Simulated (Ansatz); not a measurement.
AsGaH4···CH4

| atom | x (Å) | y (Å) | z (Å) |
| --- | --- | --- | --- |
| Ga | -1.0928 | -0.4287 | 0.5670 |
| C | 0.8215 | 1.6313 | -0.9144 |
| H | -2.0421 | -0.2973 | -0.6760 |
| H | -1.1515 | 0.6026 | 1.7489 |
| H | 1.1218 | 0.6168 | -0.6410 |
| As | 0.4964 | -2.2516 | 0.6586 |
| H | 1.5058 | 2.3352 | -0.4429 |
| H | 0.8674 | 1.7290 | -1.9980 |
| H | -0.1948 | 1.8541 | -0.5830 |
| H | -0.5255 | -3.2607 | 0.1583 |
| H | 0.1940 | -2.5308 | 2.1226 |

The product side of a reaction path; geometry: PBE0-D4/def2-TZVP.

The calculation used Ansatz, RKS PBE0-D4/def2-TZVPP.

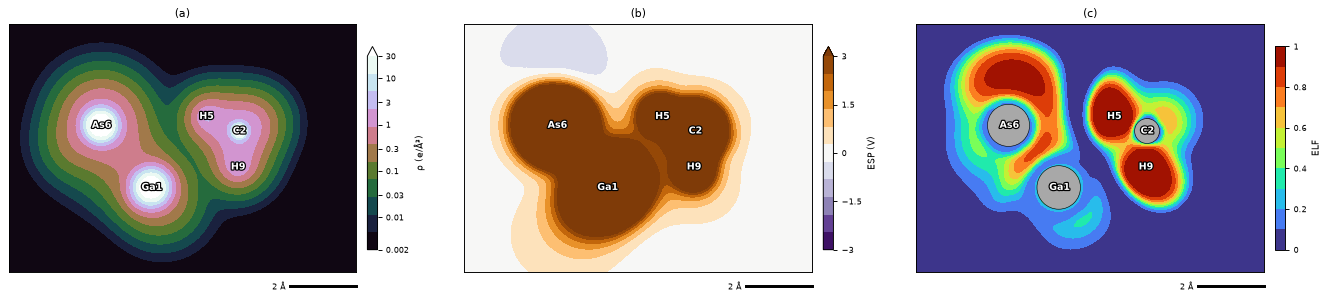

Figure 1. (a) total electron density; (b) molecular electrostatic potential; (c) electron localisation function on the plane of atoms H5, C2 and H9. Grey discs cover the atomic cores in the ELF map.

Interpret the plot.

Atoms in the plane: Ga, C, H and As.
Ga1···H9 (2.71 Å): the density falls to about 0.06 e/Å³ on the way; the ELF dips to about 0.05 between them.
Ga–As (2.42 Å): the density is about 0.56 e/Å³ at the midpoint; the ELF peaks at about 0.85 between the atoms, as expected for localised, covalent bonding.
C–H (1.09 Å): ρ is about 2 e/Å³ halfway; the ELF climbs to about 1 towards the hydrogen, as it does in any bond to H; a covalent bond by its length.
Outside the dense part of the complex the potential is most negative (−0.6 V) near As6.

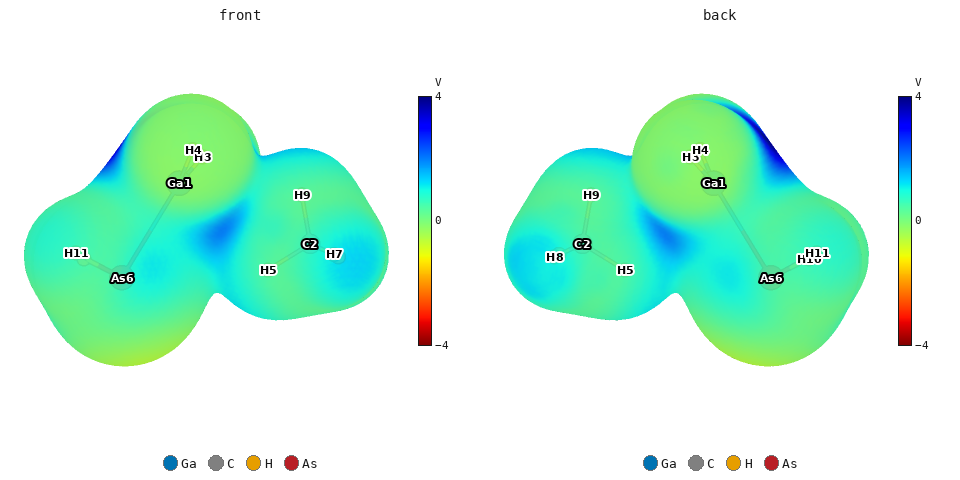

Figure 2. The molecular electrostatic potential painted on the density surface at 0.004 e/bohr³, seen from the front and from behind; the colour scale runs from red (negative) to blue (positive).

Describe the electrostatic potential map.

The most negative region (about −0.5 V) lies over As6, the most positive (about +3.6 V) over Ga1.

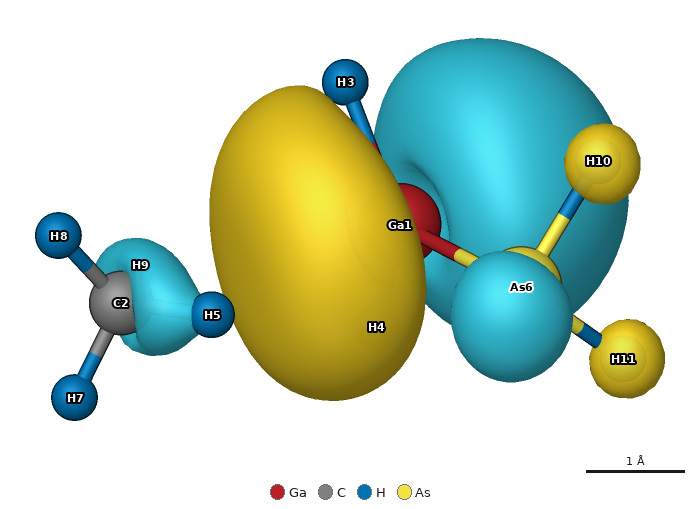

Figure 3. One frontier orbital at ±0.1 Å⁻³ᐟ² (yellow and cyan are the two phases), seen at an oblique angle.

Which orbital is it: HOMO or LUMO?

The LUMO, at −1.37 eV. Its weight (Hirshfeld) is mainly on Ga1 (about 65 %) and As6 (about 10 %).
